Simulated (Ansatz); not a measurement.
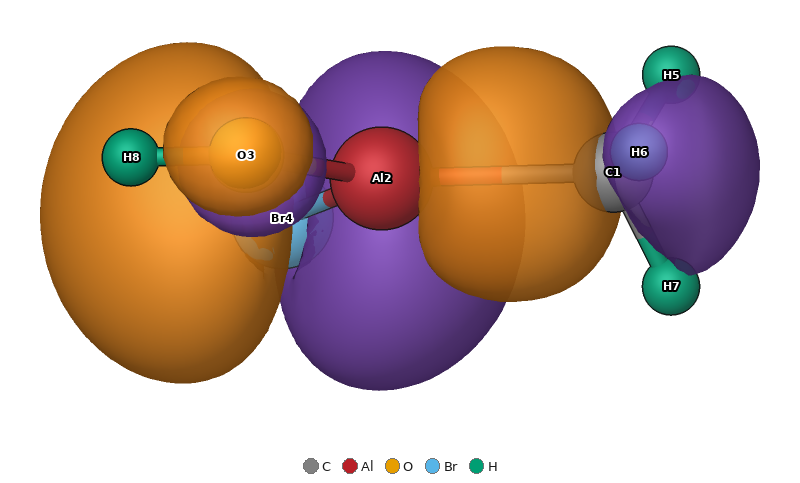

CH4AlBrO (SMILES [CH3][Al]([OH])[Br]). One frontier orbital at ±0.08 Å⁻³ᐟ² (orange and purple are the two phases), seen from one side.

Geometry: PBE0-D4/def2-TZVP.

Computed with RKS PBE0-D4/def2-TZVPP (Ansatz 0.2.0).

```yaml
atoms:
  - { symbol: C, position_ang: [0.0428, 1.2977, -0.0844] }
  - { symbol: Al, position_ang: [-0.0877, -0.6272, -0.1285] }
  - { symbol: O, position_ang: [0.5307, -1.5672, 1.1311] }
  - { symbol: Br, position_ang: [-1.0715, -1.7020, -1.8639] }
  - { symbol: H, position_ang: [-0.9496, 1.7546, -0.1288] }
  - { symbol: H, position_ang: [0.5417, 1.6409, 0.8241] }
  - { symbol: H, position_ang: [0.6019, 1.6682, -0.9480] }
  - { symbol: H, position_ang: [0.4841, -2.5221, 1.1428] }
```

**Which orbital is it: HOMO or LUMO?**

The HOMO, at −8.33 eV. Its weight (Hirshfeld) is mainly on Br4 (about 75 %), C1 (about 10 %) and Al2 (about 10 %); largely a lone pair of Br4.
